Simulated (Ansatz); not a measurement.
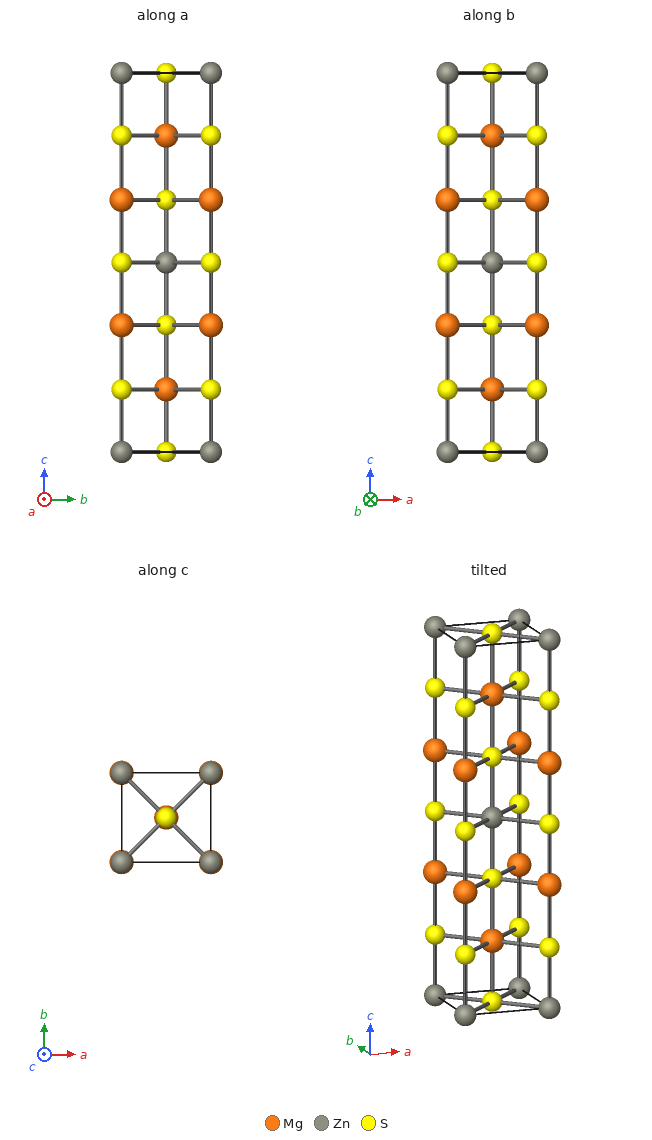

A ball-and-stick picture of a crystal structure, seen along the a axis, along the b axis, along the c axis and slightly off an axis. The conventional unit cell is outlined; an atom on or near a face, edge or corner is repeated at each equivalent position.

Lattice parameters: a = 3.6698 Å, b = 3.6698 Å, c = 15.5763 Å, α = 90.000°, β = 90.000°, γ = 90.000°.

Reconstruct the structure as a CIF in P1 with every atom of the cell, with free fractional coordinates to two decimals.

```cif
data_structure
_symmetry_space_group_name_H-M 'P 1'
_symmetry_Int_Tables_number 1
_cell_length_a 3.6698
_cell_length_b 3.6698
_cell_length_c 15.5763
_cell_angle_alpha 90.000
_cell_angle_beta 90.000
_cell_angle_gamma 90.000
_cell_volume 209.78
loop_
_atom_site_label
_atom_site_type_symbol
_atom_site_fract_x
_atom_site_fract_y
_atom_site_fract_z
_atom_site_occupancy
Mg1 Mg 0.50 0.50 0.17 1
Mg2 Mg 0.00 0.00 0.33 1
Zn1 Zn 0.00 0.00 0.00 1
S1 S 0.00 0.00 0.16 1
S2 S 0.50 0.50 0.34 1
S3 S 0.50 0.50 0.00 1
Mg3 Mg 0.00 0.00 0.67 1
Mg4 Mg 0.50 0.50 0.83 1
Zn2 Zn 0.50 0.50 0.50 1
S4 S 0.50 0.50 0.66 1
S5 S 0.00 0.00 0.84 1
S6 S 0.00 0.00 0.50 1
```

Source of the structure: a structure type filled with these elements by a generator (whether the compound takes this form wasn't checked). The atoms were relaxed in a fixed cell with DFT PBE, scalar-relativistic, plane waves, PAW (Ansatz).
